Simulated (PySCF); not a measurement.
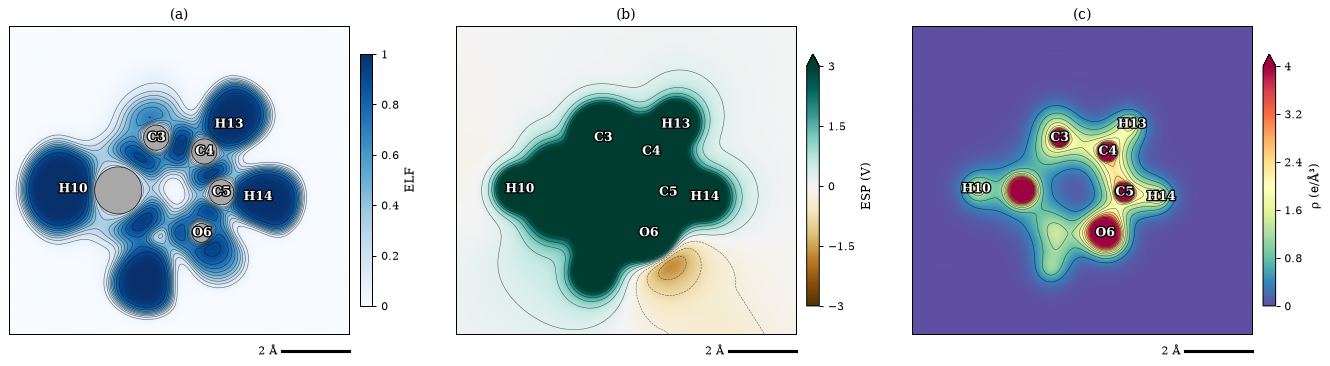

The picture shows: C$_{4}$H$_{9}$GeNO. (a) electron localisation function; (b) electrostatic potential; (c) total electron density on the plane of atoms O6, C5 and H14. Grey discs cover the atomic cores in the ELF map.

Geometry: GFN2-xTB.

Level of theory: wB97X-D/def2-SVPD, SCF density, gas phase (PySCF).

```xyz
16

N     2.1928   -0.5955   -0.7696
Ge    0.9513   -0.6024    0.5612
C    -0.7372   -1.3222   -0.1677
C    -1.6052   -0.1980   -0.6619
C    -1.4205    1.1098   -0.5283
O    -0.4433    1.8190    0.0983
C     0.2762    1.1921    1.1495
H     1.8667   -0.2286   -1.6541
H     3.0808   -0.1612   -0.5599
H     1.5809   -1.3737    1.6986
H    -1.2883   -1.9009    0.5799
H    -0.5381   -2.0052   -0.9960
H    -2.4889   -0.5036   -1.2065
H    -2.1124    1.8025   -0.9945
H    -0.3810    1.0745    2.0189
H     1.0586    1.9023    1.4205
```

Question: Read the bonding off the picture.

Answer:
- Atoms in the plane: C, O and H.
- C–C (1.33 Å): ρ is about 2.3 e/Å³ halfway; the ELF peaks at about 0.95 between the atoms: a multiple bond.
- C–O (1.36 Å): the density is about 2.3 e/Å³ at the midpoint, with its minimum of 1.9 e/Å³ about 0.5 Å from C; the ELF peaks at about 0.90 between the atoms: a polar covalent bond.
- C–C (1.50 Å): ρ is about 1.7 e/Å³ halfway; the ELF peaks at about 0.95 between the atoms; localised, covalent bonding.
- The ELF also peaks beside O6, away from the bonds: lone-pair regions.
- Outside the dense part of the molecule the potential is most negative (−1.7 V) near O6.
